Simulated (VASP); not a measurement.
## Ca2TeS: structure and properties in VASP

Aim: relax Ca2TeS, then compute properties on the relaxed cell. The steps: rough relaxation of the start cell, full relaxation (PBE), single point with fields (PBE), bands along the symmetry lines (PBE), total and projected DOS (PBE), field gradients at the nuclei (PBE) and bands along the symmetry lines (HSE06). The cell is invented: it takes the structure of COD entry 9000108, CdS (space group 216 there), with some of its atoms replaced by other elements, volume scaled by an estimate. It may not be a known or stable phase.

Main program and level: VASP 6.6.1; PBE; plane waves and PAW (Te, Ca_sv, S).

## Step 1: The structure

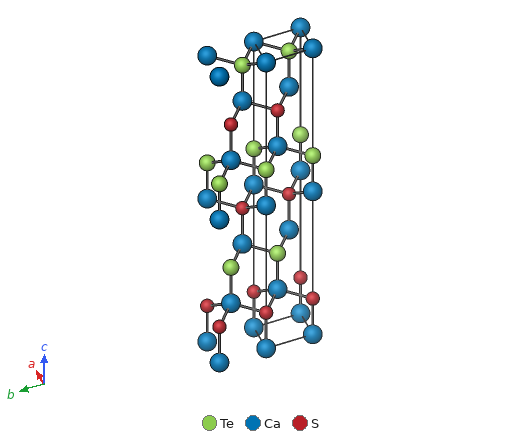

Start, viewed from a free direction; tellurium green, calcium blue, sulfur red. 1×2×1 cells are drawn. This picture shows the conventional cell, with its axes. Bonds to atoms that aren't drawn are left out. Some periodic images of atoms are drawn too.

Coordinates:

```cif
data_structure
_symmetry_space_group_name_H-M 'R3m:H'
_symmetry_Int_Tables_number 160
_cell_length_a 4.2683
_cell_length_b 4.2683
_cell_length_c 20.9105
_cell_angle_alpha 90.000
_cell_angle_beta 90.000
_cell_angle_gamma 120.000
_cell_volume 329.92
loop_
_atom_site_label
_atom_site_type_symbol
_atom_site_symmetry_multiplicity
_atom_site_Wyckoff_symbol
_atom_site_fract_x
_atom_site_fract_y
_atom_site_fract_z
_atom_site_occupancy
Te1 Te 3 a 0.33333 0.66667 0.29167 1
Ca1 Ca 3 a 0.33333 0.66667 0.16667 1
Ca2 Ca 3 a 0.00000 0.00000 0.00000 1
S1 S 3 a 0.00000 0.00000 0.12500 1
```

## Step 2: Rough relaxation of the start cell

The start is only an estimate, so a cheap relaxation brings it near a minimum before any careful run. PBE, the usual starting point, adds the gradient of the density.

INCAR reads:

```
SYSTEM = Ca2TeS
PREC = Normal
ENCUT = 400
EDIFF = 1E-05
NELM = 60
ISMEAR = 0
SIGMA = 0.05
LREAL = .FALSE.
ALGO = Fast
GGA = PE
NBANDS = 22
LORBIT = 11
LWAVE = .FALSE.
LCHARG = .FALSE.
KPAR = 2
IBRION = 2
NSW = 40
ISIF = 3
EDIFFG = -0.04
```

POSCAR reads:

```
Ca2TeS
1.0
    2.1341690000      1.2321630000      6.9701670000
   -2.1341690000      1.2321630000      6.9701670000
    0.0000000000     -2.4643260000      6.9701670000
Te Ca S
1 2 1
Direct
    0.6250000000      0.6250000000      0.6250000000
    0.5000000000      0.5000000000      0.5000000000
    0.0000000000      0.0000000000      0.0000000000
    0.1250000000      0.1250000000      0.1250000000
```

KPOINTS reads:

```
Automatic mesh
0
Gamma
5 5 5
0 0 0
```

PAW data sets: Te, Ca_sv and S (PBE family, release 64).

Command:

```sh
$ mpirun -np 2 vasp_std
```

The log of the run:

```text
[banner, memory and clock lines left out]
running    2 mpi-ranks, on    1 nodes
 distrk:  each k-point on    1 cores,    2 groups
 distr:  one band on    1 cores,    1 groups

 POSCAR found type information on POSCAR TeCaS
 POSCAR found :  3 types and       4 ions
 LDA part: xc-table for (Slater+PW92), standard interpolation
 POSCAR, INCAR and KPOINTS ok, starting setup
 FFT: planning ... GRIDC
 FFT: planning ... GRID_SOFT
 FFT: planning ... GRID
 WAVECAR not read
 entering main loop
       N       E                     dE             d eps       ncg     rms          rms(c)
DAV:   1     0.237677810390E+03    0.23768E+03   -0.13210E+04   844   0.110E+03
DAV:   2     0.485559550498E-01   -0.23763E+03   -0.22702E+03  1006   0.313E+02
DAV:   3    -0.152208355381E+02   -0.15269E+02   -0.15135E+02  1378   0.688E+01
DAV:   4    -0.162031378871E+02   -0.98230E+00   -0.98064E+00  1296   0.145E+01
DAV:   5    -0.162225904356E+02   -0.19453E-01   -0.19451E-01  1180   0.180E+00    0.675E+00
RMM:   6    -0.153341653549E+02    0.88843E+00   -0.13172E+00   839   0.464E+00    0.455E+00
RMM:   7    -0.152286204848E+02    0.10554E+00   -0.13666E+00   949   0.494E+00    0.249E+00
RMM:   8    -0.152547034371E+02   -0.26083E-01   -0.40091E-01   911   0.303E+00    0.110E+00
RMM:   9    -0.152275429181E+02    0.27161E-01   -0.87476E-02   951   0.151E+00    0.371E-01
RMM:  10    -0.152313272034E+02   -0.37843E-02   -0.41327E-02  1076   0.788E-01    0.291E-01
RMM:  11    -0.152325089273E+02   -0.11817E-02   -0.12116E-02  1108   0.391E-01    0.243E-01
RMM:  12    -0.152346575410E+02   -0.21486E-02   -0.69469E-03  1076   0.381E-01    0.385E-01
RMM:  13    -0.152341984574E+02    0.45908E-03   -0.23212E-03  1105   0.198E-01    0.311E-01
RMM:  14    -0.152342330581E+02   -0.34601E-04   -0.13419E-03   978   0.108E-01    0.283E-01
RMM:  15    -0.152343391449E+02   -0.10609E-03   -0.32668E-04   881   0.604E-02    0.305E-01
RMM:  16    -0.152340726550E+02    0.26649E-03   -0.34030E-04   886   0.623E-02    0.221E-01
RMM:  17    -0.152338932527E+02    0.17940E-03   -0.35628E-04   920   0.640E-02    0.140E-01
RMM:  18    -0.152338456365E+02    0.47616E-04   -0.13390E-04   813   0.394E-02    0.107E-01
RMM:  19    -0.152338056907E+02    0.39946E-04   -0.11506E-04   859   0.380E-02    0.777E-02
RMM:  20    -0.152337749612E+02    0.30729E-04   -0.99898E-05   835   0.378E-02    0.463E-02
RMM:  21    -0.152337664059E+02    0.85552E-05   -0.60519E-05   755   0.290E-02
   1 F= -.15233766E+02 E0= -.15233766E+02  d E =-.152338E+02
 curvature:   0.00 expect dE= 0.000E+00 dE for cont linesearch  0.000E+00
 trial: gam= 0.00000 g(F)=  0.636E+00 g(S)=  0.636E+01 ort = 0.000E+00 (trialstep = 0.100E+01)
 search vector abs. value=  0.700E+01
 bond charge predicted
       N       E                     dE             d eps       ncg     rms          rms(c)
DAV:   1    -0.402597661969E+02   -0.25026E+02   -0.10247E+03   974   0.291E+02    0.260E+01
RMM:   2    -0.229643111056E+02    0.17295E+02   -0.63403E+01   919   0.569E+01    0.132E+01
RMM:   3    -0.166652043347E+02    0.62991E+01   -0.36285E+01   903   0.389E+01    0.267E+00
RMM:   4    -0.172245491121E+02   -0.55934E+00   -0.66176E+00  1093   0.124E+01    0.332E+00
RMM:   5    -0.173256706498E+02   -0.10112E+00   -0.19350E+00  1208   0.618E+00    0.312E+00
RMM:   6    -0.173287752537E+02   -0.31046E-02   -0.89996E-01  1243   0.333E+00    0.225E+00
RMM:   7    -0.172438776023E+02    0.84898E-01   -0.33080E-01  1159   0.294E+00    0.677E-01
RMM:   8    -0.172548233000E+02   -0.10946E-01   -0.14852E-01  1243   0.190E+00    0.802E-01
RMM:   9    -0.172604953298E+02   -0.56720E-02   -0.61003E-02  1261   0.113E+00    0.315E-01
RMM:  10    -0.172639065746E+02   -0.34112E-02   -0.41696E-02  1265   0.849E-01    0.308E-01
RMM:  11    -0.172657904607E+02   -0.18839E-02   -0.21834E-02  1241   0.736E-01    0.291E-01
RMM:  12    -0.172671731017E+02   -0.13826E-02   -0.11378E-02  1305   0.459E-01    0.314E-01
RMM:  13    -0.172672215890E+02   -0.48487E-04   -0.66948E-03  1273   0.334E-01    0.804E-02
RMM:  14    -0.172675898893E+02   -0.36830E-03   -0.43435E-03  1225   0.255E-01    0.767E-02
RMM:  15    -0.172677799931E+02   -0.19010E-03   -0.19809E-03  1169   0.183E-01    0.496E-02
RMM:  16    -0.172679058229E+02   -0.12583E-03   -0.11850E-03  1147   0.133E-01    0.643E-02
RMM:  17    -0.172679632114E+02   -0.57389E-04   -0.58255E-04  1107   0.965E-02    0.580E-02
RMM:  18    -0.172679814713E+02   -0.18260E-04   -0.33157E-04  1087   0.747E-02    0.386E-02
WARNING in EDDRMM: call to ZHEGV failed, returncode =   6  3      8
RMM:  19    -0.172680051358E+02   -0.23664E-04   -0.16080E-04   998   0.579E-02    0.203E-02
RMM:  20    -0.172680155439E+02   -0.10408E-04   -0.85905E-05   834   0.441E-02    0.139E-02
RMM:  21    -0.172680210570E+02   -0.55130E-05   -0.57198E-05   841   0.363E-02
   2 F= -.17268021E+02 E0= -.17268021E+02  d E =-.203425E+01
[... from here on, the cycles between the ionic steps are left out ...]
   3 F= -.17448998E+02 E0= -.17448998E+02  d E =-.221523E+01
   4 F= -.17449485E+02 E0= -.17449485E+02  d E =-.221572E+01
   5 F= -.17491454E+02 E0= -.17491454E+02  d E =-.419694E-01
   6 F= -.17530479E+02 E0= -.17530479E+02  d E =-.809941E-01
   7 F= -.17531214E+02 E0= -.17531214E+02  d E =-.817298E-01
   8 F= -.17541593E+02 E0= -.17541593E+02  d E =-.103788E-01
   9 F= -.17541922E+02 E0= -.17541922E+02  d E =-.107077E-01
  10 F= -.17543839E+02 E0= -.17543839E+02  d E =-.191672E-02
  11 F= -.17544341E+02 E0= -.17544341E+02  d E =-.241850E-02
  12 F= -.17544528E+02 E0= -.17544528E+02  d E =-.260576E-02
 curvature:  -1.58 expect dE=-0.148E-02 dE for cont linesearch -0.384E-05
 trial: gam= 0.52142 g(F)=  0.352E-03 g(S)=  0.584E-03 ort =-0.726E-04 (trialstep = 0.173E+01)
 search vector abs. value=  0.145E-02
 bond charge predicted
       N       E                     dE             d eps       ncg     rms          rms(c)
DAV:   1    -0.175484580500E+02   -0.39311E-02   -0.34513E-01   836   0.457E+00    0.411E-01
RMM:   2    -0.175457858055E+02    0.26722E-02   -0.13652E-02   909   0.944E-01    0.181E-01
RMM:   3    -0.175450799517E+02    0.70585E-03   -0.46639E-03   899   0.497E-01    0.612E-02
RMM:   4    -0.175451319136E+02   -0.51962E-04   -0.78432E-04  1036   0.206E-01    0.726E-02
RMM:   5    -0.175451503523E+02   -0.18439E-04   -0.18960E-04  1041   0.777E-02    0.818E-02
RMM:   6    -0.175451646645E+02   -0.14312E-04   -0.83377E-05   901   0.521E-02    0.101E-01
RMM:   7    -0.175452590574E+02   -0.94393E-04   -0.17958E-04   979   0.847E-02    0.200E-01
RMM:   8    -0.175455512868E+02   -0.29223E-03   -0.67260E-04  1211   0.150E-01    0.366E-01
RMM:   9    -0.175452899395E+02    0.26135E-03   -0.24704E-04   957   0.104E-01    0.240E-01
RMM:  10    -0.175452455924E+02    0.44347E-04   -0.56013E-05   851   0.457E-02    0.194E-01
RMM:  11    -0.175452281316E+02    0.17461E-04   -0.12686E-05   568   0.231E-02    0.176E-01
RMM:  12    -0.175452015051E+02    0.26626E-04   -0.20733E-05   630   0.263E-02    0.146E-01
RMM:  13    -0.175451514664E+02    0.50039E-04   -0.91867E-05   905   0.586E-02    0.685E-02
RMM:  14    -0.175451477366E+02    0.37298E-05   -0.89838E-06   544   0.192E-02
  13 F= -.17545148E+02 E0= -.17545148E+02  d E =-.619929E-03
 trial-energy change:   -0.000620  1 .order   -0.000422   -0.001550    0.000707
 step:   1.3421(harm=  1.1850)  dis= 0.00562  next Energy=   -17.545224 (dE=-0.696E-03)
 reached required accuracy - stopping structural energy minimisation
```

It took 2.2 min on 2 MPI ranks of Intel Xeon Platinum 8488C (Sapphire Rapids), shared host; peak memory 0.46 GiB; 4.4 min of CPU time.

Lines that name or quote the potential files are left out of all logs, and their timing lines are given in words.

From OUTCAR (step 2):

```text
ion  position               nearest neighbor table
   1  0.625  0.625  0.625-   3 2.61   3 2.61   3 2.61   2 2.61
   2  0.500  0.500  0.500-   4 2.61   4 2.61   4 2.61   1 2.61
   3  0.000  0.000  0.000-   1 2.61   1 2.61   1 2.61   4 2.61
   4  0.125  0.125  0.125-   2 2.61   2 2.61   2 2.61   3 2.61

  LATTYP: Found a trigonal (rhomboedric) cell.
 ALAT       =     7.3929784923
 COS(alpha) =     0.8333333429

 Subroutine GETGRP returns: Found  6 space group operations
 (whereof  6 operations were pure point group operations)

The static configuration has the point symmetry C_3v.

 Found     19 irreducible k-points:

   k-points           NKPTS =     19   k-points in BZ     NKDIM =     19   number of bands    NBANDS=     22

   dimension x,y,z NGX =    36 NGY =   36 NGZ =   36
   dimension x,y,z NGXF=    72 NGYF=   72 NGZF=   72

   ENCUT  =  400.0 eV  29.40 Ry    5.42 a.u.  12.06 12.06 12.06*2*pi/ulx,y,z

   NELECT =      32.0000    total number of electrons

 k-points in reciprocal lattice and weights: Automatic mesh
   0.00000000  0.00000000  0.00000000       0.008
   0.20000000  0.00000000 -0.00000000       0.048
   0.40000000  0.00000000  0.00000000       0.048
   0.20000000  0.20000000 -0.00000000       0.048
   0.40000000  0.20000000 -0.00000000       0.096
  -0.40000000  0.20000000  0.00000000       0.096
  -0.20000000  0.20000000  0.00000000       0.048
   0.40000000  0.40000000  0.00000000       0.048
  -0.40000000  0.40000000  0.00000000       0.048
[...]
0.40000000  0.40000000  0.40000000       0.016
  -0.40000000  0.40000000  0.40000000       0.048

 average (electrostatic) potential at core
       1 -91.0565       2 -48.0123       3 -47.5537       4 -88.6143

 E-fermi :   1.3220

 k-point     1 :       0.0000    0.0000    0.0000
  band No.  band energies     occupation
    ...
     12      -0.2430      2.00000
     13      -0.2430      2.00000
     14       0.2444      2.00000
     15       1.0613      2.00000
     16       1.0613      2.00000
     17       3.4437      0.00000
     18       5.2991      0.00000
     19       5.5249      0.00000
     20       5.5249      0.00000
     21       5.5951      0.00000
    ...

 k-point     2 :       0.2000    0.0000   -0.0000
  band No.  band energies     occupation
    ...
     12      -0.5432      2.00000
     13      -0.2126      2.00000
     14       0.2643      2.00000
     15       0.4463      2.00000
     16       1.0083      2.00000
     17       4.0625      0.00000
     18       4.9058      0.00000
     19       5.0935      0.00000
     20       5.3824      0.00000
     21       5.5989      0.00000
    ...

 k-point     3 :       0.4000    0.0000    0.0000
  band No.  band energies     occupation
    ...
     12      -0.3771      2.00000
     13      -0.2853      2.00000
     14      -0.1647      2.00000
     15       0.2819      2.00000
     16       0.9197      2.00000
     17       4.0602      0.00000
     18       4.5225      0.00000
     19       5.0725      0.00000
     20       5.4693      0.00000
     21       5.6258      0.00000
    ...

  Total       -0.1352704     -0.1352704     -0.0282967      0.0000000      0.0000000      0.0000000
  in kB       -1.4496912     -1.4496910     -0.3032549      0.0000000      0.0000000      0.0000000
  external PRESSURE =      -1.0675457 kB  Pullay stress =       0.0000000 kB

  energy-cutoff  :      400.00
  volume of cell :      149.50
      direct lattice vectors                 reciprocal lattice vectors
     2.346165948  1.354559482  7.840248199     0.213113655  0.123041231  0.042515661
    -2.346165948  1.354559482  7.840248199    -0.213113655  0.123041231  0.042515661
    -0.000000000 -2.709118963  7.840248199     0.000000000 -0.246082463  0.042515661

 POSITION                                       TOTAL-FORCE (eV/Angst)
 -----------------------------------------------------------------------------------
     -0.00000      0.00000     14.61951        -0.000000     -0.000000      0.037217
     -0.00000      0.00000     11.56295        -0.000000      0.000000      0.015422
     -0.00000      0.00000      0.24495         0.000000      0.000000     -0.012714
     -0.00000      0.00000      2.97352         0.000000      0.000000     -0.039924
 -----------------------------------------------------------------------------------
    total drift:                               -0.000000     -0.000000     -0.006594

  FREE ENERGIE OF THE ION-ELECTRON SYSTEM (eV)
  ---------------------------------------------------
  free  energy   TOTEN  =       -17.5451477366 eV

  energy  without entropy=      -17.5451477366  energy(sigma->0) =      -17.54514774

 reached required accuracy - stopping structural energy minimisation

 total charge
# of ion       s       p       d       tot
------------------------------------------
    1        1.338   2.173   0.004   3.515
    2        2.036   5.843   0.214   8.094
    3        2.047   5.850   0.248   8.144
    4        1.315   2.446   0.000   3.761
--------------------------------------------------
tot          6.736  16.312   0.466  23.514

[... 3 further parts left out ...]
```

CONTCAR:

```
Ca2TeS
   1.00000000000000
     2.3461659476218371    1.3545594815641413    7.8402481988950967
    -2.3461659476218371    1.3545594815641413    7.8402481988950967
    -0.0000000000000000   -2.7091189631282826    7.8402481988950967
  Te              Ca              S
     1     2     1
Direct
     0.6215580761679259    0.6215580761679259    0.6215580761679259
     0.4916064041391706    0.4916064041391706    0.4916064041391706
     0.0104143928066087    0.0104143928066087    0.0104143928066087
     0.1264211268862949    0.1264211268862949    0.1264211268862949
```

The gap is read on the k-mesh alone, so it is an upper bound where the band edges lie off the mesh. This relaxation is a rough one on cheap settings, only to bring the start near its minimum. After so large a change of volume the plane waves of the start cell no longer fit, so the final stress carries a basis-set error. The run keeps the 6 symmetry operations of its start, so it cannot find a distortion of lower symmetry.

Step by step:

| step | energy less that of the first step (eV) | largest force (eV/Å) | pressure (GPa) | volume (Å³) |
| --- | --- | --- | --- | --- |
| 1 | 0.0000 | 2.5870 | 19.32 | 109.97 |
| 2 | -2.0343 | 0.4355 | -3.12 | 171.62 |
| 3 | -2.2152 | 0.7909 | -0.19 | 152.63 |
| 4 | -2.2157 | 0.7663 | -0.45 | 153.58 |
| 5 | -2.2577 | 0.5414 | -0.26 | 152.30 |
| 6 | -2.2967 | 0.2989 | 0.24 | 149.15 |
| 7 | -2.2974 | 0.2572 | 0.17 | 149.57 |
| 8 | -2.3078 | 0.1318 | -0.07 | 150.24 |
| 9 | -2.3082 | 0.1356 | -0.12 | 150.37 |
| 10 | -2.3101 | 0.0903 | -0.03 | 149.63 |
| 11 | -2.3106 | 0.0473 | 0.18 | 148.49 |
| 12 | -2.3108 | 0.0582 | 0.14 | 148.79 |
| 13 | -2.3114 | 0.0399 | -0.11 | 149.50 |

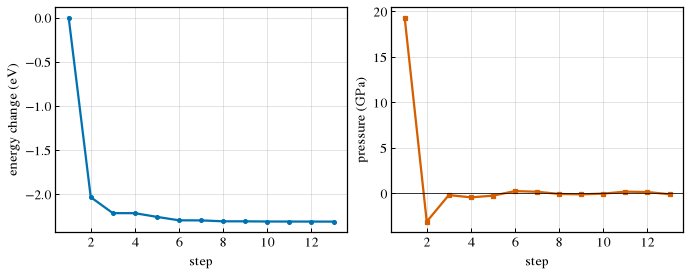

Energy and pressure along the relaxation.

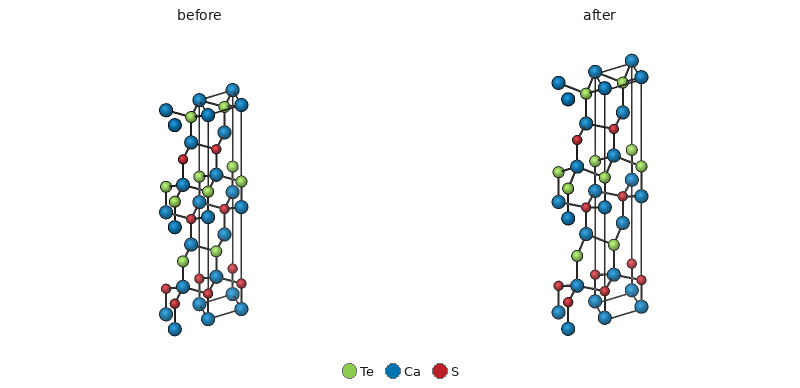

The structure before and after the relaxation, drawn at the same scale. Bonds to atoms that aren't drawn are left out.

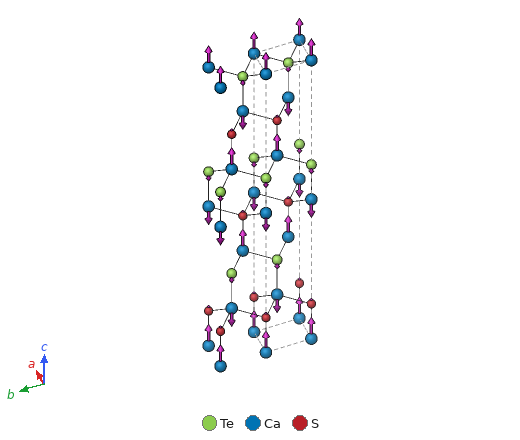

Displacements in the relaxation, exaggerated, measured against the changing cell; the longest in the cell stands for 0.24 Å. Bonds to atoms that aren't drawn are left out. 1×2×1 conventional cells are drawn. Some periodic images of atoms are drawn too.

| cell as run | before | after | change |
| --- | --- | --- | --- |
| a (Å) | 7.393 | 8.295 | +12.2 % |
| b (Å) | 7.393 | 8.295 | +12.2 % |
| c (Å) | 7.393 | 8.295 | +12.2 % |
| α (°) | 33.56 | 32.86 | -2.1 % |
| β (°) | 33.56 | 32.86 | -2.1 % |
| γ (°) | 33.56 | 32.86 | -2.1 % |
| volume (Å³/atom) | 27.49 | 37.37 | +35.9 % |

The atoms that moved most (Å, as changes of fractional coordinates times the final cell):

| atom | dx | dy | dz | length |
| --- | --- | --- | --- | --- |
| Ca3 | 0.000 | 0.000 | 0.245 | 0.245 |
| Ca2 | 0.000 | 0.000 | -0.197 | 0.197 |
| Te1 | 0.000 | 0.000 | -0.081 | 0.081 |
| S4 | 0.000 | 0.000 | 0.033 | 0.033 |

The relaxed structure:

```
Te Ca S
1.0
     2.34617    1.35456    7.84025
    -2.34617    1.35456    7.84025
     0.00000   -2.70912    7.84025
Te Ca S
1 2 1
Cartesian
  0.0000 0.0000 14.6195
  0.0000 0.0000 11.5629
  0.0000 0.0000 0.2450
  0.0000 0.0000 2.9735
```

Numbers from this step:

- electrons: 32
- bands: 22
- irreducible k-points: 19
- symmetry operations: 6
- free energy (TOTEN): -17.55 eV
- Fermi energy: 1.322 eV
- pressure: -0.1068 GPa
- metallic: no
- valence top at k: 0.4, 0.4, 0.4
- conduction bottom at k: 0, 0, 0
- least direct gap at k: 0, 0, 0
- SCF cycles over all ionic steps: 145
- gap on the k-mesh: 2.374 eV
- least direct gap on the k-mesh: 2.382 eV

It ends with a largest force of 0.040 eV/Å and a pressure of -0.11 GPa.

(Part 1 of 4 ends here.)

[Lines on the potential files, build, host, timing and source positions are cut from VASP's logs without a mark.]

[Logs are printed without paths, hosts, clocks, repeated set-up lines and the standing remarks that a program may print on its own settings, such as how far it seeks lower states.]

[Hosts, paths, dates, database ids (printed as entryN), source tags and the programs' standing remarks are cut or masked in the printed files.]

[A measured line is paired with the nearest computed mode of its activity, which favours agreement.]
